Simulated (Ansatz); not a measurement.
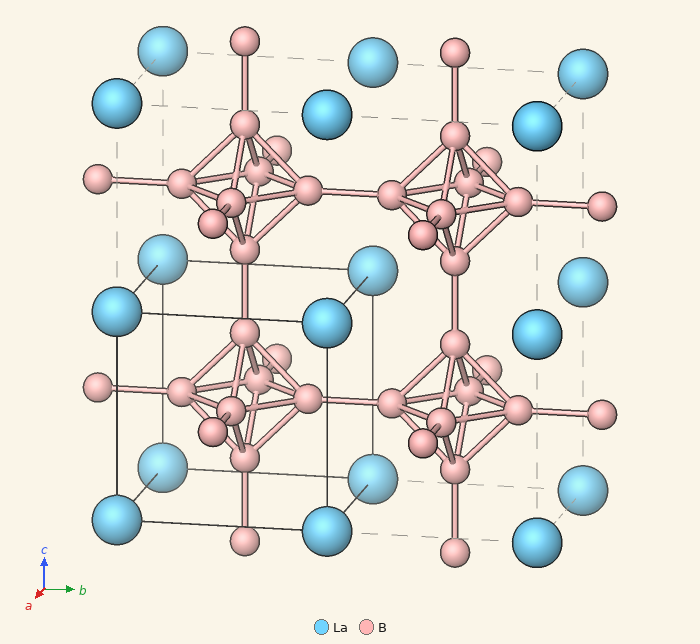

The compound is LaB6 (space group Pm-3m, No. 221), taken as coordinates from a relaxation with DFT, PAW plane waves, pbe (Ansatz).

Bonds are taken as B–B below 2 Å; La is left out of the net, as the electropositive filling of the structure; no other contact counts. Simplification: prune 0- and 1-connected atoms, fold 2-connected ones into links.

Question: What kind of net remains, and which atoms are its nodes?

Answer: A uninodal 5-connected, three-periodic net: B is a 5-connected node.

Question: Is the net interpenetrated?

Answer: It is a single net, without interpenetration.

Question: Give the first ten terms of the coordination sequence (nodes one, two, three … edges away).

Answer: B: 5, 9, 22, 37, 57, 82, 117, 145, 178, 229.

The simplified net, drawn on the atoms' positions. Nodes are coloured by element. Short stubs are edges that leave the cut-out.

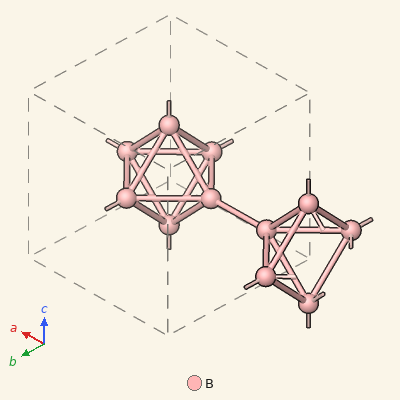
